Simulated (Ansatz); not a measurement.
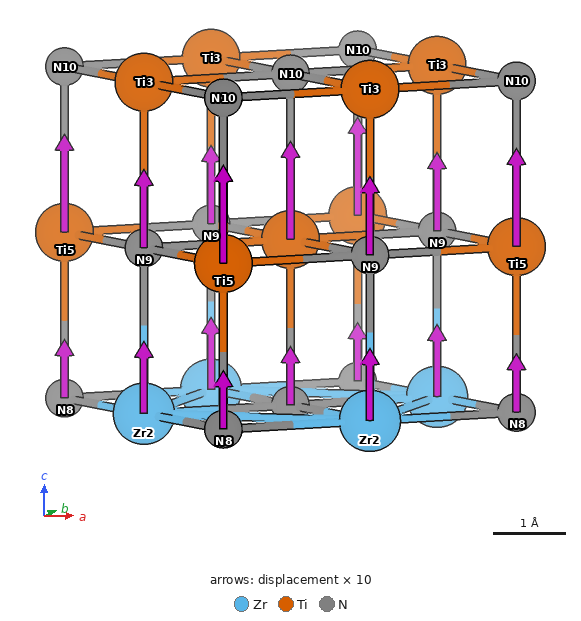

This is a relaxation of a crystal of Zr2Ti3N5 (a generated structure, set up in I4/mmm) (coarse preliminary run). The starting structure is drawn; purple arrows show the displacements (the part carried along by the change of the cell is left out), magnified 10 times.

A ball-and-stick model of the atoms within 4.2 Å of the atom that moves most (axes of the conventional cell (2 times the calculation's cell)), seen slightly off an axis. Lengths and directions refer to the drawn axes.

Method: DFT PBE, scalar-relativistic, plane waves, PAW (Ansatz). Settings: plane-wave cutoff 420 eV; k-point mesh 8 × 8 × 8; occupations gaussian; smearing width 0.1 eV; collinear spin; cell and atoms relaxed; force threshold 0.04 eV/Å; at most 70 steps.

What happened in the run?

Answer. The largest moves relative to the cell, 0.14 Å, are those of Ti4 and Ti5. Ti5 goes along +c. Largest moves by element: Ti 0.14 Å, N 0.11 Å, Zr 0.10 Å. Cell: a = b 3.309 → 3.129 Å (−5.4 %), c 23.395 → 21.944 Å (−6.2 %). Volume −16.1 %. Among the contacts that change: Ti3–Ti5 3.309 → 3.019 Å, Ti5–N10 2.339 → 2.054 Å, Ti3–N9 2.339 → 2.082 Å, Ti3–Ti3 3.309 → 3.129 Å. The space group stays I4/mmm (No. 139). The energy falls by 272 meV per atom in 5 accepted moves (7 points after the start). The largest force component goes from 0.91 to 0.0038 eV/Å. Pressure: −30.76 GPa at the start and −0.01 GPa at the end. The SCF was repeated twice at an unchanged geometry on a basis and grid sized afresh for the cell, which shifted the energy by 2.4 meV per atom at most. The program noted that the starting moments weren't kept. Cost: 77 s on 4 threads of Intel(R) Xeon(R) 6975P-C (Granite Rapids), on a shared host, peak memory 1 GiB.
